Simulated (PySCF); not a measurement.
```xyz
2

Ta    0.0000    0.0000   -0.3725
Cl    0.0000    0.0000    1.9275
```

Core potentials replace the inner electrons of Ta.

All numbers below come from PBE0/def2-TZVPP, non-relativistic Hamiltonian with scalar-relativistic core potentials where named, at a bond length of 2.300 Å (PySCF 2.14.0).

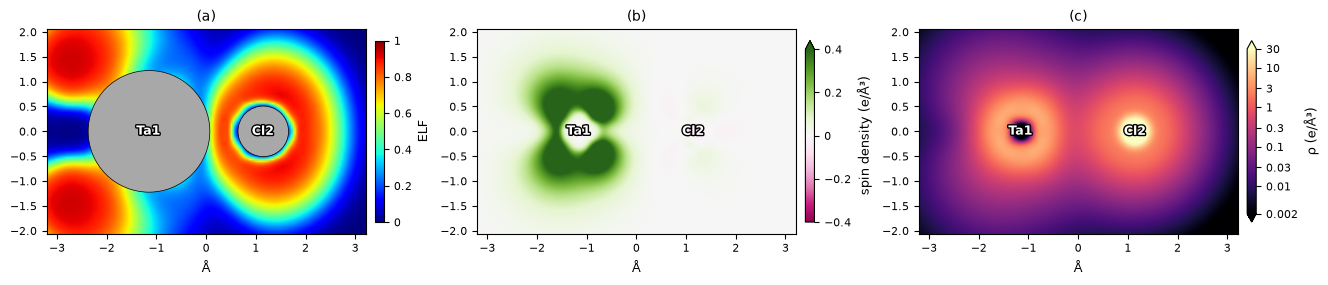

TaCl (quintet). (a) ELF; (b) spin density; (c) electron density on a plane that holds the molecular axis. Grey discs cover the atomic cores in the ELF map.

Q: Interpret the plot.

A: The section cuts through Ta and Cl sites.
Ta–Cl (2.30 Å): ρ is about 0.67 e/Å³ halfway; the ELF peaks at about 0.85 in the valence shell of Cl, 0.9 Å from its nucleus, and is about 0.40 at the midpoint.
The unpaired spin (4 electrons) lies mostly on Ta1 (about 3.9) and Cl2 (about 0.1), in electrons by Hirshfeld's partition.
